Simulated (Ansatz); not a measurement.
# C2H4InN: single-point calculation

C2H4InN, SMILES C#[C][InH][NH2], computed with RKS PBE0-D4/def2-TZVPP (Ansatz 0.2.0).

The geometry comes from this level: PBE0-D4/def2-TZVP.

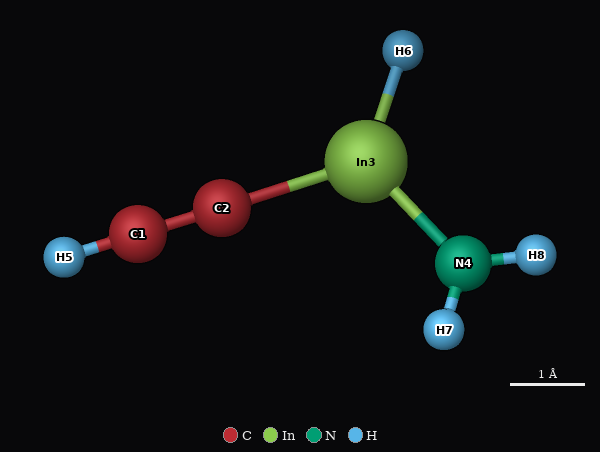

Figure 1. The structure as given in the input (ball-and-stick view, seen at a tilt; atoms are numbered from 1 in the order of the input). Sticks mark near contacts.

## Summary

| quantity | value |
| --- | --- |
| outcome | converged |
| total energy | −8798.1088 eV |
| mean-field energy | −8797.9895 eV |
| dispersion energy | −0.1193 eV |
| SCF solution under orbital rotations | stable |
| HOMO | −7.08 eV |
| LUMO | −1.24 eV |
| hardware | 2 threads of Arm Neoverse V1, 23 GiB of memory available, shared host |
| wall time | 3.1 s (CPU time 5.9 s) |
| peak memory | 0.38 GiB |

## The input
```yaml
crystal:
  periodic: [false, false, false]
  atoms:
    - {symbol: C, position_ang: [1.399231, 1.588464, -1.568373]}
    - {symbol: C, position_ang: [0.828981, 1.052096, -0.646818]}
    - {symbol: In, position_ang: [-0.150460, 0.145567, 0.959186]}
    - {symbol: N, position_ang: [-1.052207, -1.559991, 0.445763]}
    - {symbol: H, position_ang: [1.901474, 2.059275, -2.382758]}
    - {symbol: H, position_ang: [-0.215000, 0.730262, 2.553435]}
    - {symbol: H, position_ang: [-1.038224, -1.931837, -0.488780]}
    - {symbol: H, position_ang: [-1.581695, -2.140938, 1.072645]}
basis:
  gaussian: {orbitals: def2-TZVPP}
hamiltonian: {xc: pbe0, dispersion: d4}
output: {orbitals: {seedname: orbitals}}
```

Command:
```bash
ansatz run in.yaml --threads 2 --pin off --events-out ev --progress --plain --max-ram 4352MiB
```

## Log
```
Functional definition: PBE0
  name "PBE0"
  cite "Adamo & Barone, J. Chem. Phys. 110, 6158 (1999) doi:10.1063/1.478522"
  cite "Perdew, Burke & Ernzerhof, Phys. Rev. Lett. 77, 3865 (1996) doi:10.1103/PhysRevLett.77.3865"
  parent pbe
  parameter a = 0.25
  parameter kappa = 0.804
  parameter beta = 0.06672455060314922
  exchange = (1 - a)*pbe_x(kappa = kappa, mu = beta*pi^2/3) + a*exact_x
  correlation = pbe_c(beta = beta)
1232 factors; their error is unknown
mean field evaluation 1: about -8784.9658 eV, gradient 7.8e1 eV
mean field evaluation 2: about -8750.1644 eV, gradient 1.3e2 eV
mean field evaluation 4: about -8797.7148 eV, gradient 9.2e0 eV
mean field evaluation 8: about -8797.9362 eV, gradient 5.3e-2 eV
mean field evaluation 16: about -8797.9895 eV, gradient 2.5e-5 eV
mean field -8797.98945728 eV, -323.3201490635 hartree, gradient 2.5e-5 eV, S^2 0.000000; 0 other end points of the search recorded, 0 dependent functions left out
reference -8797.98949771 eV, -323.3201505494 hartree; 22, 22 occupied and 177, 177 virtual orbitals, 1232 factors
Total energy: -8798.10883334 eV, -323.3245360527 hartree
```

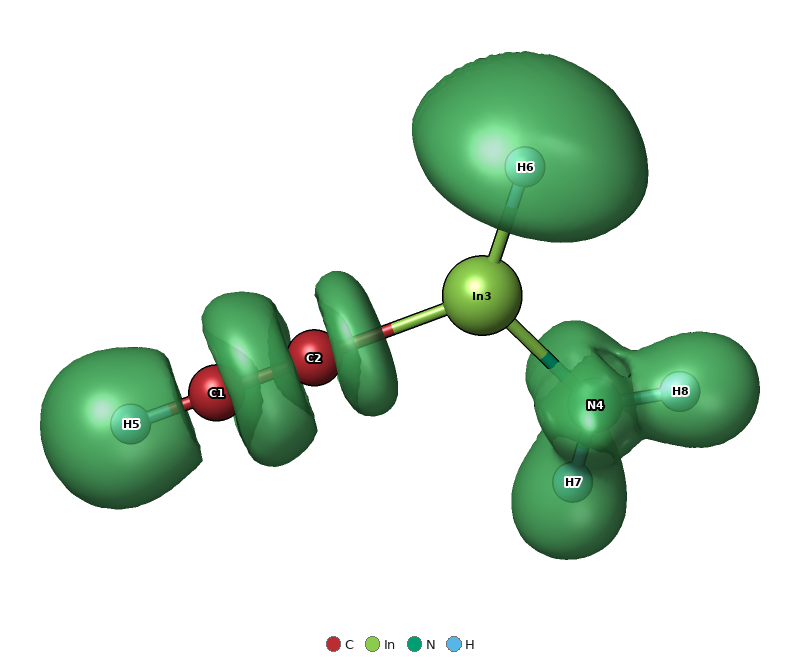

Figure 2. Isosurface of the electron localisation function at 0.75 (green), seen at a tilt. Core shells and regions of very low density are left out. Along the contacts the grid gives the following. C–C (1.21 Å): the ELF peaks at about 0.85 between the atoms; a double or triple bond. In–N (2.00 Å): the ELF peaks at about 0.85 in the valence shell of N, 0.6 Å from its nucleus, and drops to about 0.15 between the two atoms.

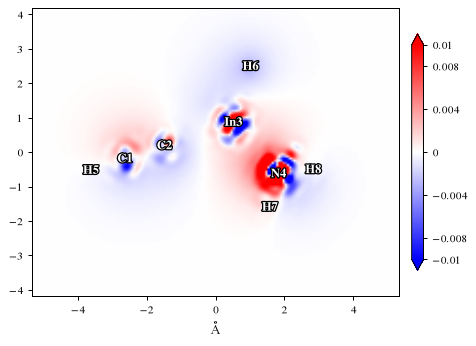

Figure 3. One frontier orbital on the molecular plane (values in Å⁻³ᐟ²; the overall sign is arbitrary). The HOMO, at −7.08 eV.

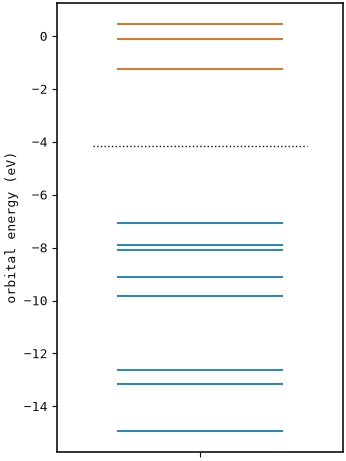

Figure 4. Orbital energies near the frontier; the dotted line parts filled from empty levels, and levels within 0.02 eV of each other stand side by side. Highest filled −7.08 eV, lowest empty −1.24 eV, 5.84 eV apart.
